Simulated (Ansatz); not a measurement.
C$_{2}$H$_{12}$BNSi$_{2}$ (SMILES BN([SiH2]C)[SiH2]C)

```yaml
atoms:
  - { symbol: B, position_ang: [-0.2572, -1.6747, -0.1368] }
  - { symbol: N, position_ang: [0.2037, -0.3920, 0.2035] }
  - { symbol: Si, position_ang: [1.7241, 0.1359, -0.5098] }
  - { symbol: C, position_ang: [1.5224, 0.5209, -2.3192] }
  - { symbol: Si, position_ang: [-0.6558, 0.7120, 1.2650] }
  - { symbol: C, position_ang: [-2.3401, 0.0815, 1.7344] }
  - { symbol: H, position_ang: [-1.2953, -2.0959, 0.2894] }
  - { symbol: H, position_ang: [0.4046, -2.3592, -0.8729] }
  - { symbol: H, position_ang: [2.7507, -0.9177, -0.3064] }
  - { symbol: H, position_ang: [2.1374, 1.3590, 0.2340] }
  - { symbol: H, position_ang: [1.2002, -0.3679, -2.8667] }
  - { symbol: H, position_ang: [2.4675, 0.8628, -2.7490] }
  - { symbol: H, position_ang: [0.7761, 1.3051, -2.4666] }
  - { symbol: H, position_ang: [0.1694, 0.9413, 2.4824] }
  - { symbol: H, position_ang: [-0.7703, 2.0177, 0.5559] }
  - { symbol: H, position_ang: [-2.8341, 0.8253, 2.3656] }
  - { symbol: H, position_ang: [-2.2772, -0.8533, 2.2944] }
  - { symbol: H, position_ang: [-2.9636, -0.0891, 0.8546] }
```

Geometry: PBE0-D4/def2-TZVP.

Computed with Ansatz 0.2.0, RKS PBE0-D4/def2-TZVPP.

What will maps of the electron density and electron localisation function show?

Answer. B–N (1.40 Å): ρ is about 1.9 e/Å³ halfway; the ELF peaks at about 0.90 between the atoms: a polar covalent bond.
Si–N (1.76 Å): ρ at the midpoint is about 1.1 e/Å³; the ELF peaks at about 0.90 between the atoms, as expected for a polar covalent bond.
C–Si (1.86 Å): ρ at the midpoint is about 0.99 e/Å³; the ELF peaks at about 0.95 between the atoms: a shared electron pair.
C–H (1.09 Å): ρ is about 1.9 e/Å³ halfway; the ELF climbs to about 1 towards the hydrogen, as it does in any bond to H: an ordinary covalent bond to hydrogen.

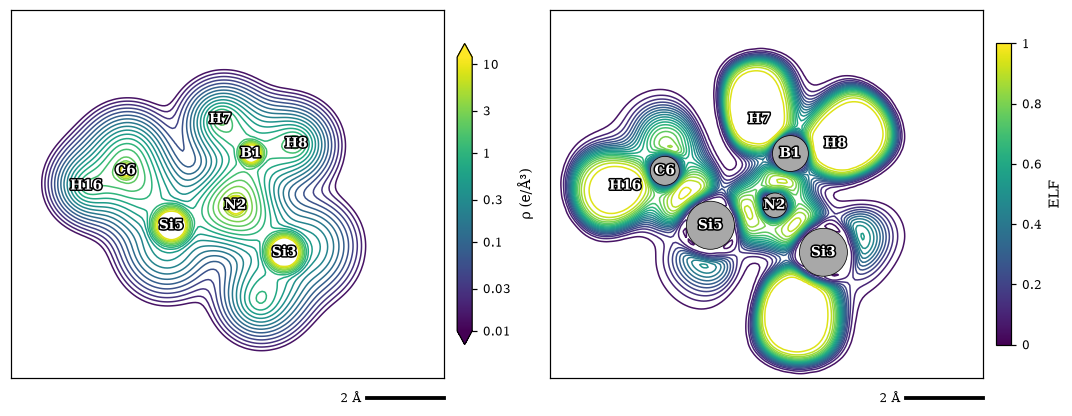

Computed electron density and electron localisation function on the plane of atoms N2, B1 and H8, in this order. Grey discs cover the atomic cores in the ELF map. 
